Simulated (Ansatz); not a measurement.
## TiC (rock salt): generalised stacking-fault energy along a line

Generalised stacking fault of TiC (rock salt) on the {110} plane. The cell below holds the perfect crystal with the plane normal along z; tilting its third vector by the shift puts one fault into each cell, between planes 1.53 Å apart, at fixed cell height.

```
TiC
1.0
    3.06071     0.00000     0.00000
    0.00000     4.32850     0.00000
    1.53036     2.16425     4.59107
C Ti
3 3
Direct
  0.00000   0.00000   0.83333
  0.33333   0.33333   0.16667
  0.66667   0.66667   0.50000
  0.00000   0.50000   0.83333
  0.33333   0.83333   0.16667
  0.66667   0.16667   0.50000
```

In-plane vectors a = (3.061, 0.000) Å, b = (0.000, 4.329) Å, area 13.25 Å². The shift is s times the vector b (length 4.329 Å), so s = 1 restores the start. The shift is rigid: no atom relaxes. γ = [E(shift) − E(0)] / area.

Calculation: r2SCAN (plane waves to 500 eV, PAW, scalar-relativistic; Ansatz, a quantum-chemistry and plane-wave program). k mesh 13×13×13 (Γ-centred), Fermi-Dirac smearing 0.05 eV. E is the zero-smearing estimate. With partly filled bands, the k mesh leaves noise in γ, roughly 0.02 J/m² as judged from a few cases. Faults lie only 4.6 Å apart, and holding the cell height and the atoms raises γ above its relaxed value. Left out: 5 of 12 points, with atoms too close for the PAW data. The PAW data are Ansatz's earlier set. TiC is run without spin polarisation. TiC was relaxed with its symmetry unable to fall. γ is measured from zero shift.

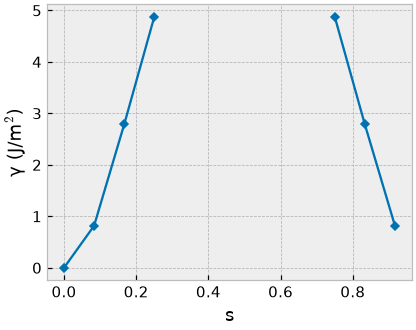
Figure: γ (J/m²) against s; one marker a computed point.

(The slope of γ gives the shear force per area between the displaced halves; near zero shift its curvature is an elastic stiffness.)
